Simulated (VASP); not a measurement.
Input:

```yaml
crystal:
  lattice:
    - [0.00000, 5.55377, 5.55377]
    - [5.55377, 0.00000, 5.55377]
    - [5.55377, 5.55377, 0.00000]
  atoms:
    - { symbol: Na, position: [0.50000, 0.00000, 0.00000] }
    - { symbol: Na, position: [0.50000, 0.00000, 0.50000] }
    - { symbol: Na, position: [0.00000, 0.50000, 0.50000] }
    - { symbol: Na, position: [0.00000, 0.50000, 0.00000] }
    - { symbol: Na, position: [0.50000, 0.50000, 0.00000] }
    - { symbol: Na, position: [0.00000, 0.00000, 0.50000] }
    - { symbol: Mg, position: [0.00000, 0.00000, 0.00000] }
    - { symbol: Cl, position: [0.25000, 0.25000, 0.25000] }
    - { symbol: Cl, position: [0.75000, 0.75000, 0.75000] }
    - { symbol: Cl, position: [0.77293, 0.22707, 0.22707] }
    - { symbol: Cl, position: [0.22707, 0.77293, 0.77293] }
    - { symbol: Cl, position: [0.22707, 0.77293, 0.22707] }
    - { symbol: Cl, position: [0.77293, 0.22707, 0.77293] }
    - { symbol: Cl, position: [0.22707, 0.22707, 0.77293] }
    - { symbol: Cl, position: [0.77293, 0.77293, 0.22707] }
```

All values below come from r2SCAN meta-GGA, VASP's PBE PAW potentials (set 64) (plane waves; VASP 6.6.1). Numerical set-up: LREAL = Auto, 400 eV cut-off, 4×4×4 Γ-centred mesh, tetrahedra with Blöchl corrections, potentials Na_pv Mg Cl.

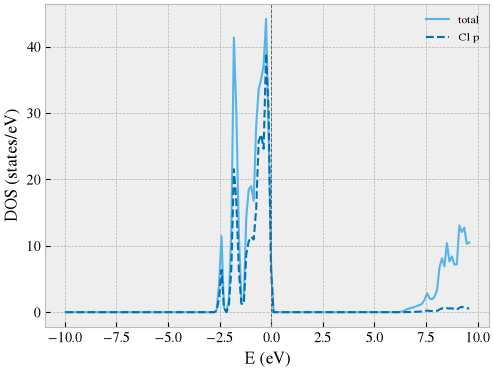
Total and projected density of states, zero at the valence-band maximum

Within 2 eV below the valence-band maximum the largest weight inside VASP's projection spheres is Cl p.

The gap is direct, 6.14 eV, from the valence maximum at Γ to the conduction minimum at Γ.

The structure comes from a computed database's Na6MgCl8 entry (Fm-3m); how it stands against other phases isn't given here. It was relaxed first.
